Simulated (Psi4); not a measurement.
Run report: CF4, energy and gradient calculation

The run: energy and gradient calculation of CF4, SMILES FC(F)(F)F. Method and program: TPSSh/6-311+G**, RKS (Psi4 1.11).

The geometry comes from this level: PBE0-D4/def2-TZVP.

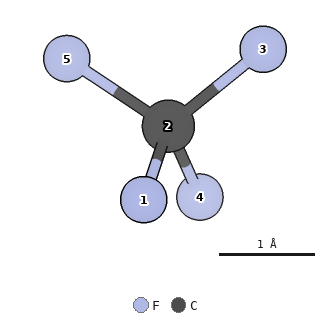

**Figure 1.** The structure (ball-and-stick view, seen at a tilt; atoms are numbered from 1 in the order of the input).

**Key numbers**

- outcome: converged
- total energy: −437.610837 hartree
- basis functions: 110
- largest force: 0.699 eV/Å
- HOMO: −11.52 eV
- LUMO: 0.35 eV
- dipole moment: 0.00 D
- hardware: 1 thread of AMD EPYC (Zen 5), 16 GiB of memory available, shared host
- wall time: 13 s
- peak memory: 0.98 GiB

**The input (cf4.py)**
```python
import psi4

psi4.set_memory('1600 MB')
psi4.set_num_threads(1)
psi4.set_output_file('cf4.out', False)

geom = psi4.geometry("""
0 1
F     -0.850100     0.025300     0.989500
C      0.010000    -0.014700    -0.008300
F      1.157500    -0.501300     0.420100
F     -0.464000    -0.786000    -0.966200
F      0.196600     1.203000    -0.476700
symmetry c1
""")

psi4.set_options(dict(basis='6-311+G**', scf_type='df', guess='core'))

result = psi4.gradient("tpssh")
print('gradient / Eh bohr^-1')
print(result.np.round(6))
```

Launch command:
```bash
python cf4.py
```

**Log**
```
Psi4 1.11 release

gradient() will perform analytic gradient computation.

   => Loading Basis Set <=

    Name: 6-311+G**
    Role: ORBITAL
    Keyword: BASIS

         ---------------------------------------------------------
                                   SCF
                              RKS Reference
                        1 Threads,   1525 MiB Core
         ---------------------------------------------------------

  ==> Geometry <==

    Molecular point group: c1
    Full point group: C1

    Geometry (in Angstrom), charge = 0, multiplicity = 1:

       Center              X                  Y                   Z               Mass
    ------------   -----------------  -----------------  -----------------  -----------------
         F           -0.860100000000     0.040043181323     0.997821590662    18.998403162730
         C            0.000000000000     0.000043181323     0.000021590662    12.000000000000
         F            1.147500000000    -0.486556818677     0.428421590662    18.998403162730
         F           -0.474000000000    -0.771256818677    -0.957878409338    18.998403162730
         F            0.186600000000     1.217743181323    -0.468378409338    18.998403162730

  Running in c1 symmetry.

  Rotational constants: A =      0.19156  B =      0.19156  C =      0.19155 [cm^-1]
  Rotational constants: A =   5742.87692  B =   5742.72500  C =   5742.60713 [MHz]
  Nuclear repulsion =  206.220055212762844

  Charge       = 0
  Multiplicity = 1
  Electrons    = 42
  Nalpha       = 21
  Nbeta        = 21

  ==> Algorithm <==

  SCF Algorithm Type is DF.
  DIIS enabled.
  MOM disabled.
  Fractional occupation disabled.
  Guess Type is CORE.
  Energy threshold   = 1.00e-08
  Density threshold  = 1.00e-08
  Integral threshold = 1.00e-12

  ==> Primary Basis <==

  Basis Set: 6-311+G**
    Blend: 6-311+G**
    Number of shells: 50
    Number of basis functions: 110
    Number of Cartesian functions: 115
    Spherical Harmonics?: true
    Max angular momentum: 2

  ==> DFT Potential <==

   => LibXC <=

    Version 7.1.2

   => Composite Functional: TPSSH <=

    TPSSh Hyb-GGA Exchange-Correlation Functional

    Deriv               =              1
    GGA                 =           TRUE
    Meta                =           TRUE

    Exchange Hybrid     =           TRUE
    MP2 Hybrid          =          FALSE

   => Exchange Functionals <=

    0.9000   Tao, Perdew, Staroverov & Scuseria

   => Exact (HF) Exchange <=

    0.1000               HF

   => Correlation Functionals <=

    1.0000   Tao, Perdew, Staroverov & Scuseria

   => LibXC Density Thresholds  <==

    XC_HYB_MGGA_XC_TPSSH:  1.00E-15

   => Molecular Quadrature <=

    Radial Scheme          =       TREUTLER
    Pruning Scheme         =           NONE
    Nuclear Scheme         =       TREUTLER

    Blocking Scheme        =         OCTREE
    BS radius alpha        =              1
    Pruning alpha          =              1
    Radial Points          =             75
    Spherical Points       =            302
    Total Points           =         110187
    Total Blocks           =            885
    Max Points             =            256
    Max Functions          =            108
    Weights Tolerance      =       1.00E-15

   => Loading Basis Set <=

    Name: (6-311+G** AUX)
    Role: JKFIT
    Keyword: DF_BASIS_SCF

  ==> Integral Setup <==

  DFHelper Memory: AOs need 0.051 GiB; user supplied 0.406 GiB.
  SCF_SUBTYPE=INCORE selected. In-core MEM_DF algorithm will be used.
  Using in-core AOs.

  ==> MemDFJK: Density-Fitted J/K Matrices <==

    J tasked:                   Yes
    K tasked:                   Yes
    wK tasked:                   No
    Memory [MiB]:               415
    Algorithm:                 Core
    Schwarz Cutoff:           1E-12
    Mask sparsity (%):       1.8678
    Fitting Condition:        1E-10

   => Auxiliary Basis Set <=

  Basis Set: (6-311+G** AUX)
    Blend: HEAVY-AUG-CC-PVTZ-JKFIT
    Number of shells: 150
    Number of basis functions: 520
    Number of Cartesian functions: 655
    Spherical Harmonics?: true
    Max angular momentum: 4

  Cached 100.0% of DFT collocation blocks in 0.712 [GiB].

  Minimum eigenvalue in the overlap matrix is 1.7901363648E-03.
  Reciprocal condition number of the overlap matrix is 2.3311286785E-04.
    Using symmetric orthogonalization.

  ==> Pre-Iterations <==

  SCF Guess: Core (One-Electron) Hamiltonian.

   -------------------------------------------------------
    Irrep   Nso     Nmo     Nalpha   Nbeta   Ndocc  Nsocc
   -------------------------------------------------------
     A        110     110      21      21      21       0
   -------------------------------------------------------
    Total     110     110      21      21      21       0
   -------------------------------------------------------

  ==> Iterations <==

                           Total Energy        Delta E     RMS |[F,P]|

   @DF-RKS iter   1:  -383.04500452480937   -3.83045e+02   1.40318e-01 ADIIS
   @DF-RKS iter   2:  -362.65578109244348    2.03892e+01   8.01479e-02 DIIS/ADIIS
   @DF-RKS iter   3:  -435.12202130071819   -7.24662e+01   2.51444e-02 DIIS/ADIIS
   @DF-RKS iter   4:  -433.52680320993176    1.59522e+00   3.40914e-02 DIIS/ADIIS
   @DF-RKS iter   5:  -437.55888683723134   -4.03208e+00   3.94612e-03 DIIS/ADIIS
   @DF-RKS iter   6:  -437.61008603965286   -5.11992e-02   4.66451e-04 DIIS/ADIIS
   @DF-RKS iter   7:  -437.61083262743603   -7.46588e-04   3.52849e-05 DIIS
   @DF-RKS iter   8:  -437.61083698781255   -4.36038e-06   5.38970e-06 DIIS
   @DF-RKS iter   9:  -437.61083704455785   -5.67453e-08   3.93383e-06 DIIS
   @DF-RKS iter  10:  -437.61083709651052   -5.19527e-08   4.43632e-07 DIIS
   @DF-RKS iter  11:  -437.61083709718758   -6.77062e-10   2.43348e-08 DIIS
   @DF-RKS iter  12:  -437.61083709719014   -2.55795e-12   1.31185e-09 DIIS
  Energy and wave function converged.

  ==> Post-Iterations <==

   Electrons on quadrature grid:
      Ntotal   =   42.0000063765 ; deviation = 6.377e-06

    Orbital Energies [Eh]
    ---------------------

    Doubly Occupied:

       1A    -24.668840     2A    -24.668828     3A    -24.668813
       4A    -24.668799     5A    -10.460017     6A     -1.370185
       7A     -1.254127     8A     -1.254106     9A     -1.254083
      10A     -0.723433    11A     -0.632716    12A     -0.632708
      13A     -0.632700    14A     -0.494983    15A     -0.494972
      16A     -0.469318    17A     -0.469311    18A     -0.469305
      19A     -0.423256    20A     -0.423248    21A     -0.423241

    Virtual:

      22A      0.012703    23A      0.053805    24A      0.053806
      25A      0.053807    26A      0.144587    27A      0.144608
      28A      0.144635    29A      0.172579    30A      0.225923
      31A      0.225928    32A      0.229106    33A      0.229112
      34A      0.229121    35A      0.251485    36A      0.310050
      37A      0.310056    38A      0.310061    39A      0.315330
      40A      0.315332    41A      0.315334    42A      0.335009
      43A      0.416336    44A      0.416342    45A      0.416351
      46A      0.631805    47A      0.631834    48A      0.631856
      49A      0.907710    50A      1.052959    51A      1.052990
      52A      1.212027    53A      1.212039    54A      1.212047
      55A      1.340350    56A      1.374770    57A      1.374781
      58A      1.374790    59A      1.376786    60A      1.376796
      61A      1.413151    62A      1.413157    63A      1.413163
      64A      1.744247    65A      1.744257    66A      1.744279
      67A      1.825664    68A      1.825688    69A      1.825708
      70A      2.122243    71A      2.828783    72A      2.828859
      73A      2.828911    74A      3.660939    75A      3.660951
      76A      3.660967    77A      3.703779    78A      3.703796
      79A      3.703847    80A      3.703893    81A      3.703938
      82A      3.743973    83A      3.744020    84A      3.744030
      85A      4.093149    86A      4.093181    87A      4.093210
      88A      4.190496    89A      4.244297    90A      4.244329
      91A      4.890365    92A      4.890385    93A      4.890416
      94A      6.190235    95A      6.190369    96A      6.302304
      97A      6.302332    98A      6.302416    99A      6.303496
     100A      6.303573   101A      6.303642   102A      6.305475
     103A      6.746688   104A      6.746739   105A      6.746806
     106A     23.538420   107A     66.926458   108A     66.926488
     109A     66.926495   110A     67.008717

    Final Occupation by Irrep:
              A
    DOCC [    21 ]
    NA   [    21 ]
    NB   [    21 ]

  @DF-RKS Final Energy:  -437.61083709719014

   => Energetics <=

    Nuclear Repulsion Energy =            206.2200552127628441
    One-Electron Energy =               -1017.3157762874868695
    Two-Electron Energy =                 416.2676340412904779
    DFT Exchange-Correlation Energy =     -42.7827500637566374
    Empirical Dispersion Energy =           0.0000000000000000
    VV10 Nonlocal Energy =                  0.0000000000000000
    Total Energy =                       -437.6108370971901422

Computation Completed

Properties will be evaluated at   0.000000,   0.000000,   0.000000 [a0]

Properties computed using the SCF density matrix

 Multipole Moments:

 ------------------------------------------------------------------------------------
     Multipole            Electronic (a.u.)      Nuclear  (a.u.)        Total (a.u.)
 ------------------------------------------------------------------------------------

 L = 1.  Multiply by 2.5417464519 to convert [e a0] to [Debye]
 Dipole X            :         -0.0000267           -0.0000000           -0.0000267
 Dipole Y            :          0.0001457            0.0000257            0.0001715
 Dipole Z            :          0.0000686            0.0000129            0.0000814
 Magnitude           :                                                    0.0001917

 ------------------------------------------------------------------------------------

	total time  =         11 seconds =       0.18 minutes

         ------------------------------------------------------------
                                   SCF GRAD
         ------------------------------------------------------------

  ==> Geometry <==

    Molecular point group: c1
    Full point group: C1

    Geometry (in Angstrom), charge = 0, multiplicity = 1:

       Center              X                  Y                   Z               Mass
    ------------   -----------------  -----------------  -----------------  -----------------
         F           -0.860100000000     0.040043181323     0.997821590662    18.998403162730
         C            0.000000000000     0.000043181323     0.000021590662    12.000000000000
         F            1.147500000000    -0.486556818677     0.428421590662    18.998403162730
         F           -0.474000000000    -0.771256818677    -0.957878409338    18.998403162730
         F            0.186600000000     1.217743181323    -0.468378409338    18.998403162730

  Nuclear repulsion =  206.220055212762873

  ==> Basis Set <==

  Basis Set: 6-311+G**
    Blend: 6-311+G**
    Number of shells: 50
    Number of basis functions: 110
    Number of Cartesian functions: 115
    Spherical Harmonics?: true
    Max angular momentum: 2

  ==> DFJKGrad: Density-Fitted SCF Gradients <==

    Gradient:                    1
    J tasked:                  Yes
    K tasked:                  Yes
    wK tasked:                  No
    Integrals threads:           1
    Memory [MiB]:             1144
    Schwarz Cutoff:          1E-12
    Fitting Condition:       1E-10

   => Auxiliary Basis Set <=

  Basis Set: (6-311+G** AUX)
    Blend: HEAVY-AUG-CC-PVTZ-JKFIT
    Number of shells: 150
    Number of basis functions: 520
    Number of Cartesian functions: 655
    Spherical Harmonics?: true
    Max angular momentum: 4

  ==> DFT Potential <==

   => LibXC <=

    Version 7.1.2

   => Composite Functional: TPSSH <=

    TPSSh Hyb-GGA Exchange-Correlation Functional

    Deriv               =              1
    GGA                 =           TRUE
    Meta                =           TRUE

    Exchange Hybrid     =           TRUE
    MP2 Hybrid          =          FALSE

   => Exchange Functionals <=

    0.9000   Tao, Perdew, Staroverov & Scuseria

   => Exact (HF) Exchange <=

    0.1000               HF

   => Correlation Functionals <=

    1.0000   Tao, Perdew, Staroverov & Scuseria

   => LibXC Density Thresholds  <==

    XC_HYB_MGGA_XC_TPSSH:  1.00E-15

   => Molecular Quadrature <=

    Radial Scheme          =       TREUTLER
    Pruning Scheme         =           NONE
    Nuclear Scheme         =       TREUTLER

    Blocking Scheme        =         OCTREE
    BS radius alpha        =              1
    Pruning alpha          =              1
    Radial Points          =             75
    Spherical Points       =            302
    Total Points           =         110187
    Total Blocks           =            885
    Max Points             =            256
    Max Functions          =            108
    Weights Tolerance      =       1.00E-15

  -Total Gradient:
     Atom            X                  Y                   Z
    ------   -----------------  -----------------  -----------------
       1        0.008861700695    -0.000440437215    -0.010305676114
       2       -0.000011098565     0.000048821542     0.000041327792
       3       -0.011815914337     0.005007373785    -0.004416044490
       4        0.004890412034     0.007924592784     0.009889832144
       5       -0.001888427345    -0.012497956293     0.004769460631

	total time  =          1 seconds =       0.02 minutes
```

**Standard output**
```
gradient / Eh bohr^-1
[[ 8.8620e-03 -4.4000e-04 -1.0306e-02]
 [-1.1000e-05  4.9000e-05  4.1000e-05]
 [-1.1816e-02  5.0070e-03 -4.4160e-03]
 [ 4.8900e-03  7.9250e-03  9.8900e-03]
 [-1.8880e-03 -1.2498e-02  4.7690e-03]]
```

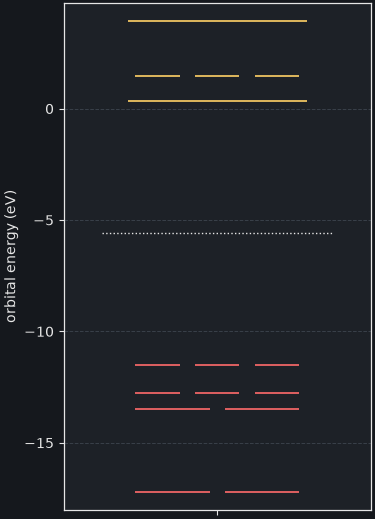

**Figure 2.** Orbital energies near the frontier; the dotted line parts filled from empty levels, and levels within 0.02 eV of each other stand side by side. Highest filled −11.52 eV, lowest empty 0.35 eV, 11.87 eV apart.
